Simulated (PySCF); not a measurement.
**C4H11OPSi: density, localisation and related maps**

Input file:

```
{"job": {"kind": "nmr", "xc": "PBE0", "basis": "pcSseg-1"}, "charge": 0, "multiplicity": 1}
O     -1.720108    -1.423416    -1.005289
P     -1.251842    -0.939345     0.295244
C      0.457449    -1.439436     0.710355
C      1.370020    -0.928629    -0.398162
Si     1.312165     0.968730    -0.496908
C     -0.508344     1.500173    -0.626660
C     -1.333671     0.876913     0.492862
H     -2.001939    -1.418154     1.378186
H      0.471825    -2.533230     0.763704
H      0.742063    -1.042778     1.685778
H      1.018568    -1.349181    -1.342897
H      2.387233    -1.293567    -0.247179
H      2.056045     1.432796    -1.668417
H      1.876944     1.523594     0.744899
H     -0.613076     2.586369    -0.612788
H     -0.917361     1.152923    -1.578044
H     -0.966940     1.168410     1.477993
H     -2.387790     1.164145     0.415668
```

Launched as:

```sh
OMP_NUM_THREADS=1 python probes_run.py task.json out
```

Geometry: GFN2-xTB.

All numbers below come from PBE0/pcSseg-1, SCF density, gas phase, non-relativistic (PySCF).

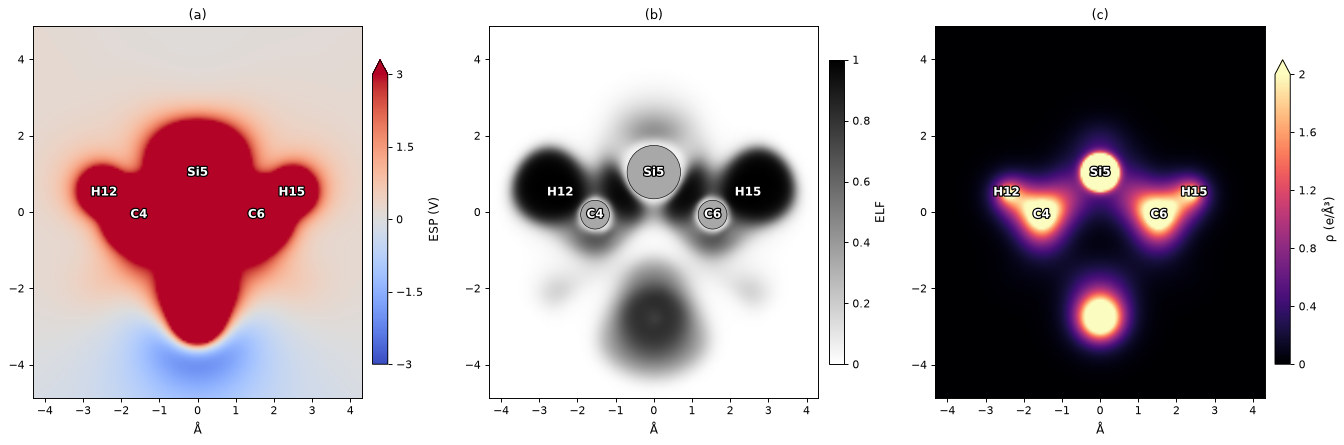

Figure 1. (a) molecular electrostatic potential; (b) ELF; (c) electron density on the plane of atoms C4, Si5 and C6. Grey discs cover the atomic cores in the ELF map.

> Read the bonding off the picture.

The plane passes through C, Si and H nuclei.
C–Si (1.90 Å): the density is about 0.93 e/Å³ at the midpoint; the ELF peaks at about 0.95 between the atoms; a shared electron pair.
C–H (1.09 Å): ρ at the midpoint is about 1.9 e/Å³; the ELF climbs to about 1 towards the hydrogen, as it does in any bond to H; a covalent bond by its length.
Outside the dense part of the molecule the potential is most negative (−2.0 V) near O1, which lies off the plane.

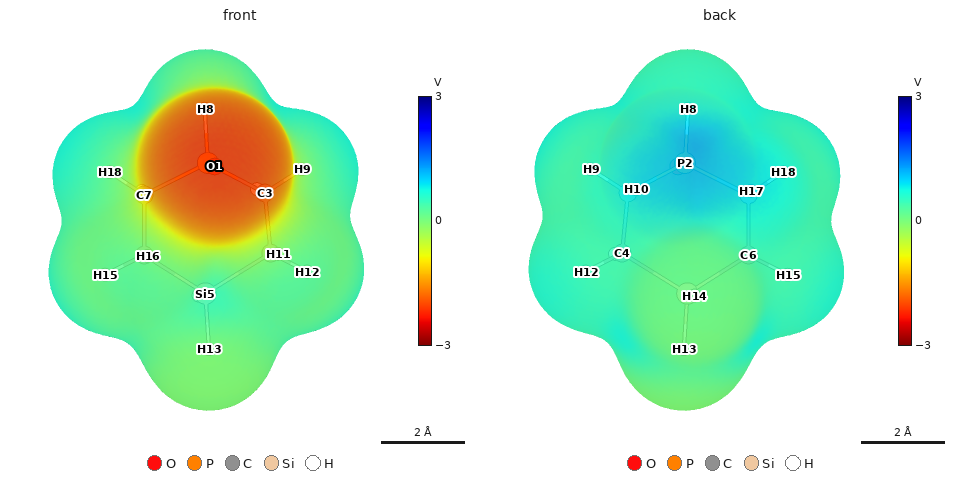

Figure 2. The molecular electrostatic potential painted on the density surface at 0.001 e/bohr³, seen from the front and from behind; the colour scale runs from red (negative) to blue (positive).

> Where is the surface potential most negative and most positive?

The most negative region (about −2.1 V, or −48 kcal/mol for a unit charge) lies over O1, the most positive (about +1.0 V, or +23 kcal/mol for a unit charge) over P2, H10 and H17. O1 is the likeliest acceptor of a hydrogen bond.

> What dipole moment does the calculation give?

Its dipole moment is 3.48 D.
